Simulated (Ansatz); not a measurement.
**One shape, several levels: [BCl2]+ (SMILES Cl[B+]Cl)**

Wanted: a comparison of 6 runs (HF/STO-3G, B2PLYP/STO-3G, PBE0/STO-3G, UPBE/STO-3G, CCSDT/STO-3G, FCI/STO-3G) of [BCl2]+. 

The calculation is run with Ansatz 0.2.0.

6 further runs of the same task are left out: 6 that didn't finish.

## Step 1: The structure to begin with

[BCl2]+: 3 atoms, total charge +1, spin state singlet. As SMILES, `Cl[B+]Cl`. The B2–Cl1 distance was set to 3.930 Å, away from the relaxed value. At this shape a bond of the SMILES string is far longer than usual.

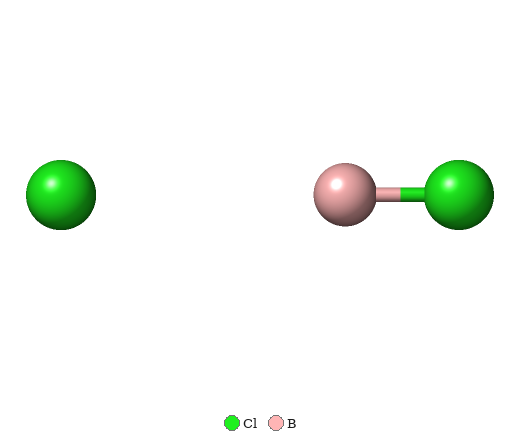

Viewed from a chosen angle; chlorine green, boron pink.

## Step 2: The energy at HF/STO-3G (run 1)

Input file job.yaml:

```yaml
crystal:
  periodic: [false, false, false]
  atoms:
    - {symbol: Cl, position_ang: [-3.097025, 1.914139, -1.479058]}
    - {symbol: B, position_ang: [0.000740, 0.001360, 0.000550]}
    - {symbol: Cl, position_ang: [1.237640, -0.767840, 0.590740]}
basis:
  gaussian:
    orbitals: STO-3G
total_charge: 1
magnetization:
  spin_polarized: false
  initial_magnetization: 0
hamiltonian:
  xc: hf
accuracy: high
```

On the command line:

```
$ ansatz run job.yaml --threads 1 --pin off --max-ram 2610MiB --events-out events.jsonl --progress --plain --runs-dir runs
```

What it wrote:

```text
Warning: RAYON_NUM_THREADS=1 ignored (pool sized by the plan → 1); use --threads N
Functional definition: HF
  name "HF"
  exchange = exact_x
  correlation = 0
365 factors; integrals over basis functions are off by at most 1.6e-8 eV
mean field evaluation 1: about -25372.1210 eV, gradient 2.6e1 eV
mean field evaluation 2: about -25372.1263 eV, gradient 2.7e1 eV
mean field evaluation 4: about -25374.8190 eV, gradient 1.5e1 eV
mean field evaluation 8: about -25383.3039 eV, gradient 1.8e1 eV
mean field evaluation 16: about -25386.6691 eV, gradient 1.1e-3 eV
mean field evaluation 32: about -25386.0601 eV, gradient 6.7e0 eV
mean field evaluation 64: about -25373.7552 eV, gradient 1.7e0 eV
mean field -25386.66857954 eV, -932.9428625959 hartree, gradient 3.5e-8 eV, S^2 0.000000; 1 other end points of the search recorded, 0 dependent functions left out
reference -25386.66857954 eV, -932.9428625959 hartree; 19, 19 occupied and 4, 4 virtual orbitals, 365 factors
Total energy: -25386.66857954 eV, -932.9428625959 hartree
```

Wall time 0.16 s (1 thread of Arm Neoverse V2, shared host).

## Step 3: A single-point energy at B2PLYP/STO-3G (run 2)

Edit job.yaml of step 2 so:

```diff
@@ -10,7 +10,6 @@
 total_charge: 1
-magnetization:
-  spin_polarized: false
-  initial_magnetization: 0
 hamiltonian:
-  xc: hf
+  xc: {name: B2PLYP}
+correlation:
+  frozen_orbitals: {B: 1, Cl: 5}
 accuracy: high
```

On the command line:

```
$ ansatz run job.yaml --threads 1 --pin off --max-ram 2610MiB --events-out events.jsonl --progress --plain --runs-dir runs
```

What it wrote:

```text
Warning: RAYON_NUM_THREADS=1 ignored (pool sized by the plan → 1); use --threads N
Functional definition: B2PLYP
  name "B2PLYP"
  parameter a = 0.53
  parameter c = 0.27
  exchange = (1 - a)*b88_x + a*exact_x
  correlation = (1 - c)*lyp_c + c*(mp2_os + mp2_ss)
365 factors; integrals over basis functions are off by at most 1.6e-8 eV
mean field evaluation 1: about -25398.1567 eV, gradient 2.8e1 eV
mean field evaluation 2: about -25398.1543 eV, gradient 2.8e1 eV
mean field evaluation 4: about -25401.6280 eV, gradient 1.2e1 eV
mean field evaluation 8: about -25401.6283 eV, gradient 1.2e1 eV
mean field evaluation 16: about -25414.4115 eV, gradient 2.5e-5 eV
mean field evaluation 32: about -25414.3847 eV, gradient 2.4e-1 eV
mean field evaluation 64: about -25412.5505 eV, gradient 6.4e0 eV
mean field -25414.41154847 eV, -933.9623978995 hartree, gradient 7.1e-8 eV, S^2 0.000000; 6 other end points of the search recorded, 0 dependent functions left out; unrestricted orbitals would lower it
11 core orbitals not correlated: weight in the atoms' cores, before any rotation towards them, 1.000 or more for the frozen orbitals, at most 0.000 for the correlated occupied ones
reference -25414.41156759 eV, -933.9623986020 hartree; 8, 8 occupied and 4, 4 virtual orbitals, 365 factors
second order -7.89363071 eV of doubles, -0.00000000 eV of singles
Total energy: -25416.54284788 eV, -934.0407217081 hartree
```

Run time: 1.8 s. Hardware: 1 thread of Arm Neoverse V2, shared host; peak memory 0.095 GiB.

Runs 3 to 5 aren't shown in full; the table further down has their settings and results.

## Step 4: A single-point energy at FCI/STO-3G (run 6)

Input file molecule.yaml:

```yaml
crystal:
  periodic: [false, false, false]
  atoms:
    - {symbol: Cl, position_ang: [-3.097025, 1.914139, -1.479058]}
    - {symbol: B, position_ang: [0.000740, 0.001360, 0.000550]}
    - {symbol: Cl, position_ang: [1.237640, -0.767840, 0.590740]}
basis:
  gaussian:
    orbitals: STO-3G
total_charge: 1
correlation:
  method: fci
  frozen_orbitals: {B: 1, Cl: 5}
accuracy: high
```

On the command line:

```
$ ansatz run molecule.yaml --threads 1 --pin off --max-ram 2610MiB --events-out events.jsonl --progress --plain --runs-dir runs
```

What it wrote:

```text
Warning: RAYON_NUM_THREADS=1 ignored (pool sized by the plan → 1); use --threads N
[... 4 set-up lines as earlier in the session ...]
365 factors; integrals over basis functions are off by at most 1.6e-8 eV
mean field evaluation 1: about -25372.1210 eV, gradient 2.6e1 eV
mean field evaluation 2: about -25372.1263 eV, gradient 2.7e1 eV
mean field evaluation 4: about -25374.8190 eV, gradient 1.5e1 eV
mean field evaluation 8: about -25383.3039 eV, gradient 1.8e1 eV
mean field evaluation 16: about -25386.6691 eV, gradient 1.1e-3 eV
mean field evaluation 32: about -25386.0684 eV, gradient 3.1e-1 eV
mean field evaluation 64: about -25359.1674 eV, gradient 5.1e1 eV
mean field evaluation 96: about -25386.1071 eV, gradient 6.6e0 eV
mean field evaluation 128: about -25382.2902 eV, gradient 1.0e1 eV
mean field evaluation 160: about -25372.6768 eV, gradient 1.4e1 eV
mean field evaluation 192: about -25386.4209 eV, gradient 9.2e-1 eV
mean field -25386.66857954 eV, -932.9428625959 hartree, gradient 3.5e-8 eV, S^2 0.000000; 13 other end points of the search recorded, 0 dependent functions left out; unrestricted orbitals would lower it
mean field evaluation 224: about -25391.3372 eV, gradient 8.7e-2 eV
determinant -25386.66857954 eV, -932.9428625959 hartree, with singles and doubles -25391.36335049 eV, -933.1153922461 hartree
determinant -25384.45532371 eV, -932.8615269445 hartree, with no singles and doubles
unrestricted determinant -25391.43226898 eV, -933.1179249541 hartree, S^2 1.0156
11 core orbitals not correlated: weight in the atoms' cores, before any rotation towards them, 1.000 or more for the frozen orbitals, at most 0.000 for the correlated occupied ones
reference -25386.66857954 eV, -932.9428625959 hartree; 8, 8 occupied and 4, 4 virtual orbitals, 365 factors
state -25392.98393060 eV, -933.1749474670 hartree
Total energy: -25392.98393060 eV, -933.1749474670 hartree
```

Run time: 1.4 s. Hardware: 1 thread of Arm Neoverse V2, shared host.

## Step 5: All runs side by side

| run | level | frozen core orbitals | energy (Eh) | wall time |
| --- | --- | --- | --- | --- |
| 1 | HF/STO-3G | – | -932.942863 | 0.16 s |
| 2 | B2PLYP/STO-3G | 11 | -934.040722 | 1.8 s |
| 3 | PBE0/STO-3G | – | -934.055212 | 0.95 s |
| 4 | UPBE/STO-3G | – | -933.982162 | 58 s |
| 5 | CCSDT/STO-3G | 11 | -933.172927 | 0.7 s |
| 6 | FCI/STO-3G | 11 | -933.174947 | 1.4 s |

## Step 6: What came out

| quantity | value |
| --- | --- |
| run 6: total energy | -933.17495 Eh |
| run 6: correlation energy (11 core orbitals frozen) | -232.1 mEh |

**Reading.** Against full CI in this basis: HF +232.1 mEh; CCSDT +2.0 mEh. Totals of different functionals can't be ranked against each other. In runs 2, 5 the log says that unrestricted orbitals would lower the reference, so the values rest on an unstable closed-shell determinant (other closed-shell runs at this shape may share the fault). In runs 1, 2, 3, 4, 5, 6 the basis is minimal, so the values are rough. Spin contamination of the reference: run 4 ⟨S²⟩ = 1.01. Where it is this large, the reference is a mixture of spin states, and values that rest on it are in doubt. All runs together took 63 s, the longest 58 s.
